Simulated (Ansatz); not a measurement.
# CH7AsBNSi: the cost of one run

Computed with Ansatz 0.2.0, driven from Python. The levels of theory stand in the script.

## Step 1: Starting point

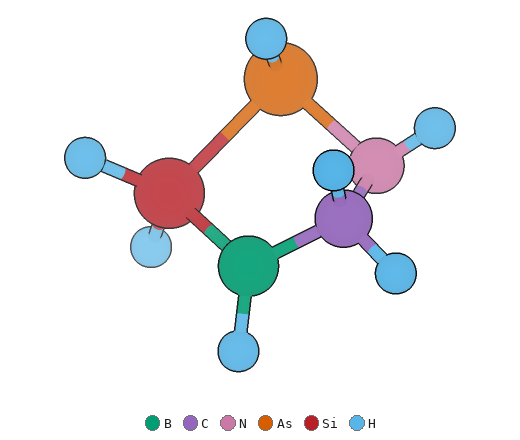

The starting structure, viewed from a chosen angle; boron teal, carbon purple, nitrogen pink, arsenic orange, silicon red, hydrogen blue.

The script holds or builds the structure itself.

## Step 2: The script

methods_ch7asbnsi.py

```python
# -*- coding: utf-8 -*-
"""One geometry of CH7AsBNSi, method by method."""

from pathlib import Path

import ansatz as az
from ase import Atoms
import numpy as np


def main():
    atoms = Atoms(["B", "C", "N", "As", "Si", "H", "H", "H", "H", "H", "H", "H"], positions=[
        [0.131, 0.8992, 0.8254],
        [0.5156, -0.578, 0.9896],
        [-0.4246, -1.4597, 0.2429],
        [-0.4784, -0.9011, -1.5794],
        [-0.6678, 1.2742, -0.9248],
        [-0.2719, 1.5891, 1.7471],
        [0.519, -0.832, 2.0735],
        [1.5994, -0.6828, 0.6158],
        [0.0268, -2.4042, 0.2982],
        [0.9993, -0.852, -1.7621],
        [-2.0737, 1.736, -0.7754],
        [0.2023, 2.156, -1.7168],
    ])
    geometry = az.Crystal.molecule_from_ase(atoms)

    model = geometry.calculation().basis(gaussian="def2-SVP")

    print("functional    E (Ha)        dipole (D)   HOMO (eV)  LUMO (eV)")
    for name in ["r2scan", "b3lyp", "pbe0", "r2scan0"]:
        report = model.functional(name).forces().orbitals().run(threads=1, runs_dir="runs").report
        lines = Path(report["orbitals_path"]).read_text().splitlines()
        field_of = lambda key: [line.split("=")[1].strip() for line in lines if line.startswith(key)]
        orbitals = [(27.211386 * float(e), s, float(n)) for e, s, n in zip(field_of("Ene="), field_of("Spin="), field_of("Occup="))]
        homo = max(e for e, _, n in orbitals if n > 0.5)
        lumo = min(e for e, _, n in orbitals if n < 0.5)
        dipole = 4.803205 * np.linalg.norm(report["charge_distribution"]["dipole_moment_e_ang"])
        print(f"{name:10s} {report['free_energy_ev'] / 27.211386246:14.6f} {dipole:9.3f} {homo:11.3f} {lumo:10.3f}")


if __name__ == "__main__":
    main()
```

## Step 3: The calls as engine input

The package turns the script's settings into the engine's input (first run):

```yaml
crystal:
  periodic: [false, false, false]
  atoms:
    - { symbol: B, position_ang: [0.131, 0.8992, 0.8254] }
    - { symbol: C, position_ang: [0.5156, -0.578, 0.9896] }
    - { symbol: "N", position_ang: [-0.4246, -1.4597, 0.2429] }
    - { symbol: As, position_ang: [-0.4784, -0.9011, -1.5794] }
    - { symbol: Si, position_ang: [-0.6678, 1.2742, -0.9248] }
    - { symbol: H, position_ang: [-0.2719, 1.5891, 1.7471] }
    - { symbol: H, position_ang: [0.519, -0.832, 2.0735] }
    - { symbol: H, position_ang: [1.5994, -0.6828, 0.6158] }
    - { symbol: H, position_ang: [0.0268, -2.4042, 0.2982] }
    - { symbol: H, position_ang: [0.9993, -0.852, -1.7621] }
    - { symbol: H, position_ang: [-2.0737, 1.736, -0.7754] }
    - { symbol: H, position_ang: [0.2023, 2.156, -1.7168] }
basis:
  gaussian:
    orbitals: def2-SVP
hamiltonian:
  xc: r2scan
output:
  orbitals: {}
  forces: true
```

## Step 4: Running it

Started as:

```console
$ python methods_ch7asbnsi.py
```

What time and memory should one allow on 1 thread of Arm Neoverse V2, shared host?

About 35 s, with a peak of 0.41 GiB.
